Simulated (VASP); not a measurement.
Band structure of BaAg2GeS4 (space group I-42m). These are PBEsol GGA, VASP's PBE PAW potentials (set 64) (plane waves; VASP 6.6.1) values and carry that method's errors.

Unless said otherwise, spin-orbit coupling is left out, though it shifts the bands of the heavy elements here.

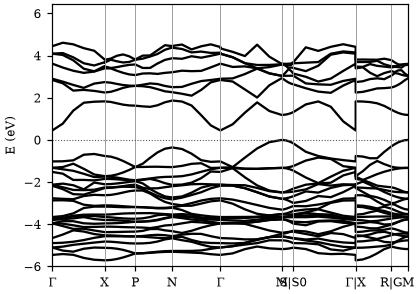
Figure: Bands along high-symmetry lines, zero at the valence-band maximum or, without a gap, the Fermi level

Question: Read the plot: is there a gap, and where are the band edges?

Answer: The gap is indirect, 0.45 eV, from the valence maximum at M to the conduction minimum at Γ.

The structure comes from a computed database's BaAg2GeS4 entry; how it stands against other phases isn't given here. The cell was not relaxed at this level.
